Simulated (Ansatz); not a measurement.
**Fields on a plane of Se (trigonal-Se type, space group P3_121)**

```yaml
crystal:
  lattice:
    - [4.53455, 0.00000, 0.00000]
    - [-2.26727, 3.92703, 0.00000]
    - [0.00000, 0.00000, 5.04146]
  atoms:
    - { symbol: Se, position: [0.21814, 0.00000, 0.83333] }
    - { symbol: Se, position: [0.00000, 0.21814, 0.16667] }
    - { symbol: Se, position: [0.78186, 0.78186, 0.50000] }
```

The slice is a (-1 1 0 2) plane (indices of the conventional cell) through the point (0.000, 0.218, 0.167) (fractional), spanned by u = [110] and v = [1 -1 1] in vectors of this cell: u (4.53 Å) and v (9.33 Å, at 90° to u). It covers one period; positions are fractions (u, v).

Atoms on it: Se at (0.50, 0.70), 0.2 Å off the plane; Se at (0.00, 0.00). Other atoms lie within 1 Å of the plane.

Computed with PBE (plane waves to 420 eV, PAW, scalar-relativistic; Ansatz, an electronic-structure program). k mesh 8×8×7. Inside the PAW spheres the values are not all-electron values, and peaks at nuclei hang on which shells count as valence. Se was relaxed with its symmetry unable to fall.

```
|xxxx00779999997700xx|
|xx004488999999996600|
|77778899886677889988|
|9999996600xx00448899|
|99997700xxxxxx007799|
|999966xxxxxxxxxx6699|
|88885500xxxxxx008899|
|7755443300xx00669999|
|77332244666688999999|
|77554466889999999999|
|88777788999999999999|
|99999999999999999999|
|99999999999999999999|
|99999999999988888899|
|99999999997755336688|
|88999999885500xx1166|
|66779999884400xx0044|
|xx006699886622110000|
|xxxx00779988774400xx|
|xxxxxx6699998866xxxx|
```
Scale: ten equal steps from -3.00 (start of '0') to 5.04 (end of '9'), in the order '0123456789'. Values: electrostatic potential energy of an electron, from the cell's mean, in eV. The map has 10 points along u (two characters each, u = 0 at the left) and 20 along v (v = 0 in the bottom row). Points within 1 Å of a nucleus are blanked (x), as the pseudised field means little there. Values under -3 eV are set to -3. The zero, the cell's mean, hangs on the PAW cores.

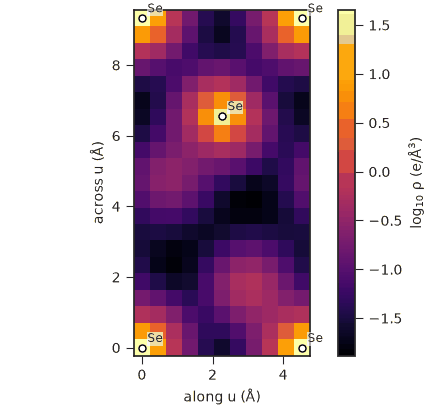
Figure. Log₁₀ of the valence density in e/Å³, one period of the plane, atoms marked. The scale is logarithmic, as a density can span decades between atoms and voids.
